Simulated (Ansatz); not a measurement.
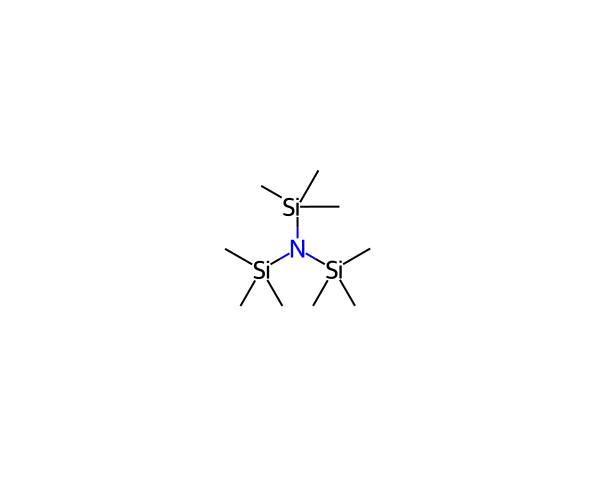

Figure made from data computed with Ansatz.

2D structure.

Transcribe the drawing into SMILES.

C[Si](C)(C)N([Si](C)(C)C)[Si](C)(C)C

Give the formula, hydrogens included.

C9H27NSi3.

An optimisation with PBE-D4/def2-SVP gave a structure of which point group?

C3. Other conformers may differ.
